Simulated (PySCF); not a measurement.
**F2H7NSi3: density, localisation and related maps**

Input file:

```
{"job": {"kind": "nmr", "xc": "PBE0", "basis": "pcSseg-1"}, "charge": 0, "multiplicity": 1}
N     -2.725076    -0.768697     0.224065
Si    -1.350917     0.232512     0.076632
F     -1.540589     1.294033     1.268332
F     -1.482530     1.265371    -1.163291
Si     0.717811    -0.736267     0.037350
Si     2.496169     0.739514    -0.164189
H     -3.617641    -0.380412     0.486305
H     -2.835121    -1.602890    -0.323393
H      0.716918    -1.721195    -1.062677
H      0.852227    -1.576750     1.239957
H      2.544741     1.699087     0.943008
H      2.432497     1.513624    -1.407017
H      3.787122     0.042554    -0.172810
```

Run with:

```sh
OMP_NUM_THREADS=1 python probes_run.py task.json out
```

Geometry: GFN2-xTB.

Theory: PBE0/pcSseg-1, SCF density, gas phase, non-relativistic in PySCF 2.14.0.

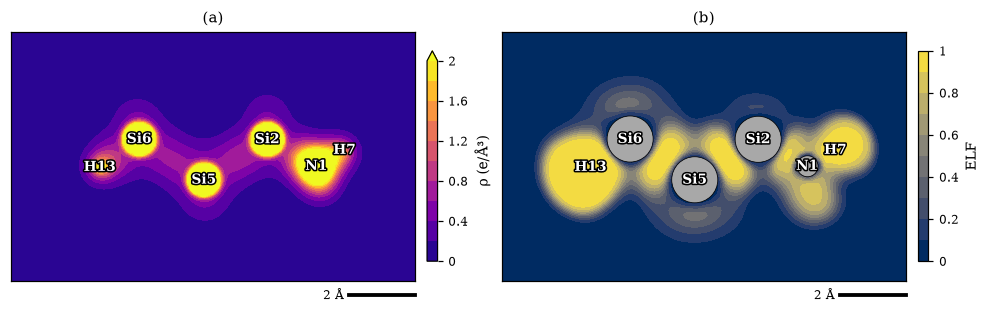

Figure 1. (a) electron density; (b) ELF on the plane of atoms Si2, Si5 and Si6. Grey discs cover the atomic cores in the ELF map.

Describe what can be read from this map.

Answer.
- The plane passes through N, Si and H nuclei.
- Si–N (1.71 Å): the density is about 1.1 e/Å³ at the midpoint; the ELF peaks at about 0.90 between the atoms; a shared but strongly polarised pair.
- Si–Si (2.28 Å): the density is about 0.72 e/Å³ at the midpoint; the ELF peaks at about 1 between the atoms, as expected for a covalent bond.
- N–H (1.01 Å): ρ at the midpoint is about 2.8 e/Å³; the ELF climbs to about 1 towards the hydrogen, as it does in any bond to H; a covalent bond by its length.
- Si–H (1.47 Å): ρ is about 0.8 e/Å³ halfway; the ELF climbs to about 1 towards the hydrogen.

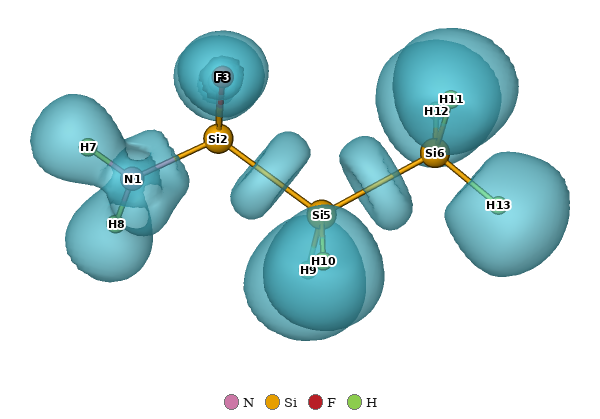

Figure 2. Isosurface of the ELF at 0.75 (cyan), seen across its widest extent. Only the valence region is drawn (cores and ρ < 0.01 e/Å³ removed).

What do the ELF domains correspond to?

Answer. The surface consists of two regions between bonded Si–Si atoms (shared pairs), five regions around hydrogen nuclei, two regions wrapped around F (its lone pairs, merged into a ring or cap) and one joined region spread over several atoms (H, N), in which their bonds and any lone pairs are merged.


Si–F (1.61 Å): the ELF peaks at about 0.85 in the valence shell of F, 0.5 Å from its nucleus, and is about 0.50 at the midpoint.

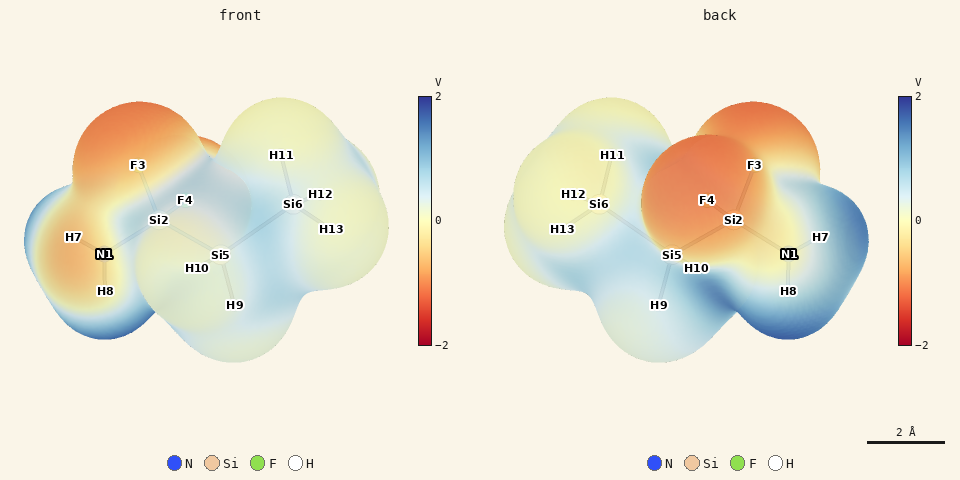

Figure 3. The molecular electrostatic potential painted on the density surface at 0.001 e/bohr³, seen from the front and from behind; red is negative and blue positive.

Where is the surface potential most negative and most positive?

Answer. The most negative region (about −1.1 V) lies over F3 and F4, the most positive (about +1.7 V) over H8.

How polar is the molecule by this calculation?

Answer. Its dipole moment is 2.57 D.
